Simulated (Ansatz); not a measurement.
**C2H5ClSi: vertical spin-state energies from a Python script**

Which spin state of C2H5ClSi lies lowest at this geometry? A script is to give vertical spin-state energies; the system is C2H5ClSi. SMILES: ClC1C[SiH2]1.

Computed with the Python package of Ansatz 0.2.0. Level of theory: B3LYP/cc-pVTZ.

## Step 1: The structure

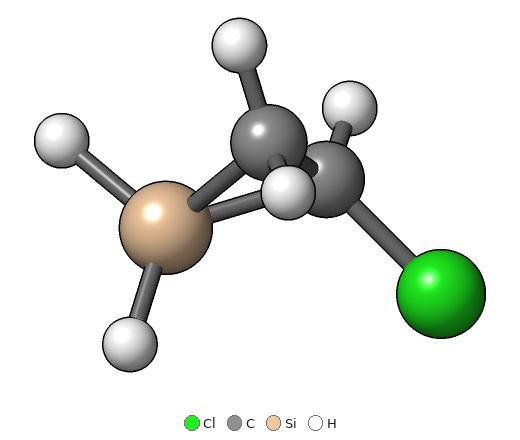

The structure that the script starts from, seen from a chosen angle (chlorine green, carbon grey, silicon light orange, hydrogen white).

No structure file is read: the coordinates are typed or built in the script.

## Step 2: The script

spin.py reads:

```python
'''Gap between spin states of C2H5ClSi at one geometry.'''

from dataclasses import dataclass

import ansatz
from ase import Atoms


@dataclass(frozen=True)
class Options:
    basis_set: str = 'cc-pVTZ'
    xc: str = 'b3lyp'


opts = Options()

atoms = Atoms(['Cl', 'C', 'C', 'Si', 'H', 'H', 'H', 'H', 'H'], positions=[
    [-0.6232, -0.4249, -2.2623],
    [-0.4447, 0.4125, -0.7402],
    [0.8325, 0.2863, -0.0598],
    [-0.5434, -0.5611, 0.7803],
    [-0.9225, 1.3757, -0.7678],
    [1.6, -0.3996, -0.4174],
    [1.2688, 1.1251, 0.5253],
    [-0.2491, -2.0011, 0.806],
    [-0.8297, 0.1408, 2.1188],
])
molecule = ansatz.Crystal.molecule_from_ase(atoms)

setup = (
    molecule.calculation()
    .basis(gaussian=opts.basis_set)
    .functional(opts.xc)
)
found = {}
for unpaired in [0, 2]:
    report = setup.spin('collinear', total=unpaired).run(threads=1, pin='off').report
    s = unpaired / 2
    found[unpaired] = report['free_energy_ev']
    print(f'2S+1 = {unpaired + 1}: E = {found[unpaired]:.5f} eV, <S^2> = {abs(report["mean_field"]["state"]["spin_squared"]):.3f} (pure state {s * (s + 1):.2f})')
lowest = min(found, key=found.get)
for unpaired, e in found.items():
    print(f'multiplicity {unpaired + 1}: {96.485332 * (e - found[lowest]):.1f} kJ/mol above the lowest')
```

## Step 3: The calls as engine input

The package turns the script's settings into the engine's input (first run):

```yaml
crystal:
  periodic: [false, false, false]
  atoms:
    - { symbol: Cl, position_ang: [-0.6232, -0.4249, -2.2623] }
    - { symbol: C, position_ang: [-0.4447, 0.4125, -0.7402] }
    - { symbol: C, position_ang: [0.8325, 0.2863, -0.0598] }
    - { symbol: Si, position_ang: [-0.5434, -0.5611, 0.7803] }
    - { symbol: H, position_ang: [-0.9225, 1.3757, -0.7678] }
    - { symbol: H, position_ang: [1.6, -0.3996, -0.4174] }
    - { symbol: H, position_ang: [1.2688, 1.1251, 0.5253] }
    - { symbol: H, position_ang: [-0.2491, -2.0011, 0.806] }
    - { symbol: H, position_ang: [-0.8297, 0.1408, 2.1188] }
basis:
  gaussian:
    orbitals: cc-pVTZ
hamiltonian:
  xc: b3lyp
magnetization:
  spin_polarized: true
  initial_magnetization: 0.0
```

## Step 4: The run

Started as:

```console
$ python spin.py
```

What it wrote:

```text
2S+1 = 1: E = -22556.66169 eV, <S^2> = 0.000 (pure state 0.00)
2S+1 = 3: E = -22552.58542 eV, <S^2> = 2.005 (pure state 2.00)
multiplicity 1: 0.0 kJ/mol above the lowest
multiplicity 3: 393.3 kJ/mol above the lowest
```

Run time: 21 s. Hardware: 1 thread of AMD EPYC 9B14 (Zen 4), shared host; peak memory 0.63 GiB.

## Step 5: Inputs of later runs

The engine's inputs for the other runs:

Run 2, against run 1:

```diff
@@ -20 +20 @@
-  initial_magnetization: 0.0
+  initial_magnetization: 2.0
```

## Step 6: The engine's runs

One row for each of the 2 runs:

```csv
run,2S+1,energy from run 1 (eV),<S²>,SCF cycles,CPU time (s)
1,1,0.0000,0.00,18,8.8
2,3,4.0763,2.01,30,12
```

## Step 7: Summary of results

```
        quantity             value
   runs compared                 2
          lowest  run 1 (2S+1 = 1)
next above it by          4.076 eV
```

In order: multiplicity 1 (+0.00 eV) and multiplicity 3 (+4.08 eV), all at the one geometry. What to keep in mind:
- The geometry is a force-field or estimated start, not a minimum of this method, and the basis set is short of its limit. All parts are taken at fixed geometry, without zero-point energy.
- b3lyp holds the VWN-RPA fit, as in Gaussian; the form of ORCA and Turbomole is b3lyp5.
